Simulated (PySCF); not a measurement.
```yaml
atoms:
  - { symbol: C, position_ang: [-4.1495, 0.2331, 0.9063] }
  - { symbol: C, position_ang: [-2.9883, 0.0509, 0.6077] }
  - { symbol: C, position_ang: [-1.6999, -0.1636, 0.2735] }
  - { symbol: C, position_ang: [-0.5368, -0.3512, -0.0214] }
  - { symbol: C, position_ang: [0.8253, -0.6371, -0.4051] }
  - { symbol: F, position_ang: [0.8887, -1.8391, -1.0573] }
  - { symbol: C, position_ang: [1.5029, 0.4809, -1.2306] }
  - { symbol: S, position_ang: [2.7184, 0.8456, 0.0630] }
  - { symbol: C, position_ang: [1.8429, -0.5809, 0.7575] }
  - { symbol: H, position_ang: [-5.1571, 0.3938, 1.1675] }
  - { symbol: H, position_ang: [0.8801, 1.3381, -1.4887] }
  - { symbol: H, position_ang: [1.9684, 0.0908, -2.1385] }
  - { symbol: H, position_ang: [1.4344, -0.3922, 1.7506] }
  - { symbol: H, position_ang: [2.4698, -1.4746, 0.7934] }
```

Geometry: GFN2-xTB.

Level of theory: PySCF 2.14.0, density-fitted response routines, UKS B3LYP, pcH-1 on C F H S, non-relativistic, mean-field spin-orbit, GIAO.

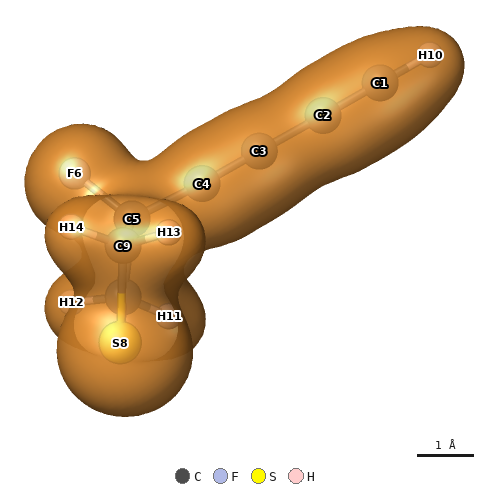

C₇H₅FS (SMILES C#CC#CC1(F)C[S+]C1) (charge +1, doublet). Isosurface of the total electron density at 0.2 e/Å³ (orange), seen at an oblique angle.

Which contacts does the surface bridge?

Answer. At this value the surface is in one piece. It bridges the sampled C–C (1.21 Å), C–F (1.37 Å), C–S (1.81 Å) and C–H (1.05 Å) contacts, where the density stays above the isovalue. On the grid the lowest density along these lines, outside the cores, is 2.6 e/Å³ (C–C, 1.21 Å), 1.8 e/Å³ (C–F, 1.37 Å), 1.2 e/Å³ (C–S, 1.81 Å) and 1.8 e/Å³ (C–H, 1.05 Å).
